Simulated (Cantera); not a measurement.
Charge: 1 mol Fe₂O₃, 1.3 mol CO, 2.8 mol N₂, at 65.0 Pa.

Cantera equilibrium calculation (NASA polynomials, part measured and part estimated; ideal gas, pure solids and liquids). Candidate condensed phases: C, Fe, Fe(CO)₅, FeO, Fe₂O₃, Fe₃O₄; 27 gas species. The tables' stoichiometric FeO is somewhat more stable than real wüstite, so its field is too wide. FeO: taken at fixed stoichiometry. Equilibrium is a limit: real reactors are often held back by kinetics, nucleation or transport.

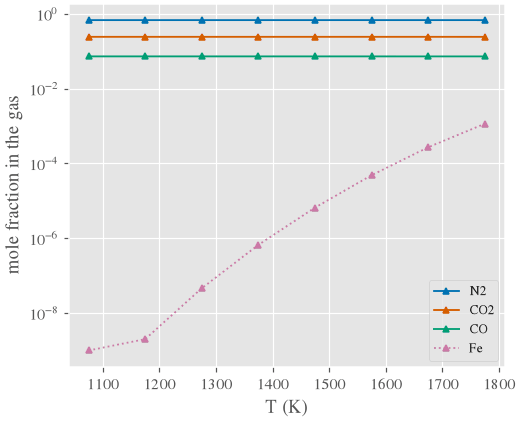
Fig. 1. Equilibrium gas composition (values under 1e-9 drawn at 1e-9)

From 1075 K to 1575 K the condensed part is FeO(s). From 1675 K to 1775 K the condensed part is FeO(l).
